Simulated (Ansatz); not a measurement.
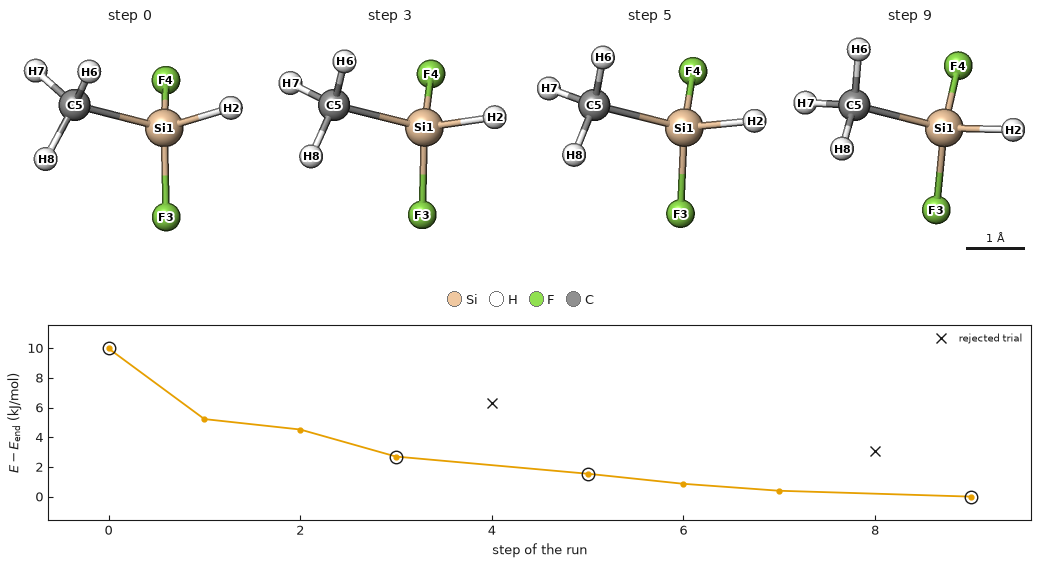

Frames of a relaxation of CH₄F₂Si, marked on the history of the run. The picture is a ball-and-stick view, seen at a tilt.

The run prepares the start of a later molecular dynamics calculation, from a guessed geometry.

The calculation used RKS B3LYP-D4/6-31G* (Ansatz). Settings: no spin polarisation; force threshold 0.02 eV/Å; at most 40 steps.

What happens along the run?

Answer. After 7 accepted moves (9 points after the start) the energy has fallen by 9.98 kJ/mol. The largest force component goes from 1.1 to 0.0063 eV/Å. The line search rejected the trial steps at points 4, 8 of the run. The largest moves after the best rigid fit, 0.59 Å, are those of H6 and H7. By element the largest moves are H 0.59 Å, F 0.41 Å, Si 0.03 Å, C 0.01 Å. Some distances before and after: Si1–H2 1.460 → 1.482 Å, Si1–F3 1.590 → 1.607 Å, C5–H6 1.110 → 1.096 Å, Si1–C5 1.869 → 1.856 Å. Bond angles that change, for instance: H2–Si1–C5 109.5° → 114.0°, F3–Si1–F4 109.5° → 107.0°. Groups turn about Si1–C5 by about 50°. From step 0 to 3: H atoms move most (0.24 Å), energy −7.28 kJ/mol. From step 3 to 5: H atoms move most (0.10 Å), energy −1.16 kJ/mol. From step 5 to 9: H atoms move most (0.25 Å), energy −1.54 kJ/mol.

| step | E − E(0), kJ/mol | largest force component, eV/Å | note |
| --- | --- | --- | --- |
| 0 | 0.00 | 1.0750 |  |
| 1 | -4.75 | 0.5056 |  |
| 2 | -5.46 | 0.1608 |  |
| 3 | -7.28 | 0.2836 |  |
| 4 | -3.70 | 0.8877 | rejected |
| 5 | -8.43 | 0.0478 |  |
| 6 | -9.11 | 0.1820 |  |
| 7 | -9.58 | 0.2049 |  |
| 8 | -6.91 | 0.6269 | rejected |
| 9 | -9.98 | 0.0063 |  |
